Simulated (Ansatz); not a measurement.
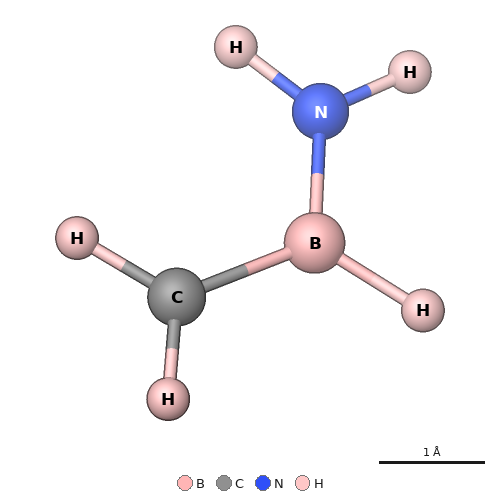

Distant atoms are faded towards the background colour. The species is neutral and a spin doublet. The geometry was computed by an optimisation with PBE-D4/def2-SVP. No frequency run is at hand to confirm it as a minimum. Masses are those of the most abundant isotopes; constants are for the rigid equilibrium geometry.

Question: Classify the rotor and give the rotational constants (MHz).

Answer: An asymmetric top (Cs): A = 47944, B = 8969, C = 7556 MHz. Ray's parameter κ is −0.93, close to the prolate limit.
